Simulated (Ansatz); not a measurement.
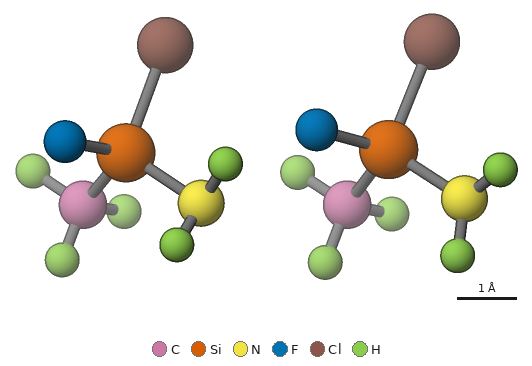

Two geometries of CH5ClFNSi (coarse preliminary run), drawn at one scale. One is the start of a relaxation, the other its converged end. A ball-and-stick model, seen from a free direction.

The calculation used Ansatz 0.2.0, RKS PBE-D4/def2-SVP. (force threshold 0.03 eV/Å; at most 200 steps)

**Which geometry has the lower energy?**

The right one is the relaxed one. The start comes from a force field. An H atom moves most after the best rigid fit: 0.38 Å. By element the largest moves are H 0.38 Å, F 0.35 Å, N 0.16 Å, Si 0.09 Å, Cl 0.06 Å, C 0.04 Å. Near-neighbour distances that change, for instance: C–Si 1.780 → 1.860 Å, C–H 1.040 → 1.110 Å, Cl–Si 2.042 → 2.077 Å, C–H 1.140 → 1.108 Å. Bond angles that change, for instance: Si–N–H 103.6° → 119.5°, Si–N–H 106.3° → 119.9°, H–N–H 102.0° → 111.3°. The energy falls by 44.6 kJ/mol in 8 accepted moves (9 points after the start). The largest force component goes from 3.5 to 0.028 eV/Å. The line search rejected the trial step at point 3 of the run.
